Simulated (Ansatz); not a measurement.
CH$_{2}$FInSe

```csv
atom,x (Å),y (Å),z (Å)
F,1.8829,-1.0098,0.9668
C,0.7081,-0.7694,0.4332
Se,-0.4889,-2.0628,0.1952
In,-0.4258,0.9198,-0.3717
H,-0.2295,1.1466,-2.0551
H,-1.4045,1.7116,0.7855
```

Core potentials replace the inner electrons of In.

All numbers below come from RKS r2SCANh-D4/def2-SVP in Ansatz.

Question: Predict the electron density and electron localisation function between the atoms.

Answer: C–F (1.31 Å): ρ is about 2.5 e/Å³ halfway; the ELF peaks at about 0.85 between the atoms, as expected for a shared but strongly polarised pair.
C–Se (1.78 Å): the density is about 1.3 e/Å³ at the midpoint; the ELF peaks at about 0.90 between the atoms; localised, covalent bonding.
C–In (2.19 Å): ρ at the midpoint is about 0.57 e/Å³; the ELF peaks at about 0.95 in the valence shell of C, 0.7 Å from its nucleus, and drops to about 0.15 between the two atoms.
In–Se (3.04 Å): ρ at the midpoint is about 0.22 e/Å³; the ELF peaks at about 0.55 in the valence shell of Se, 1.0 Å from its nucleus, and drops to about 0.10 between the two atoms.

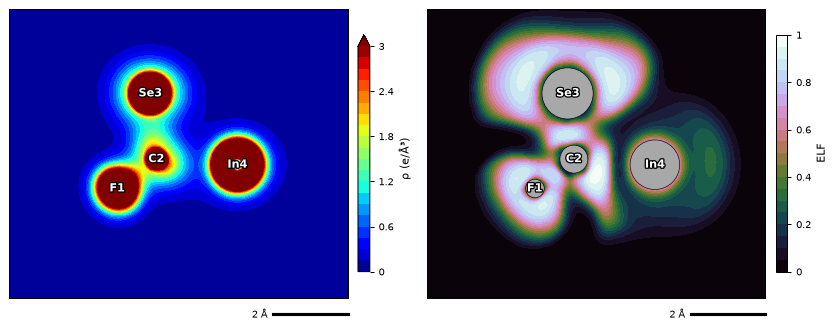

Computed electron density and electron localisation function on the plane of atoms C2, Se3 and In4, in this order. Grey discs cover the atomic cores in the ELF map. 
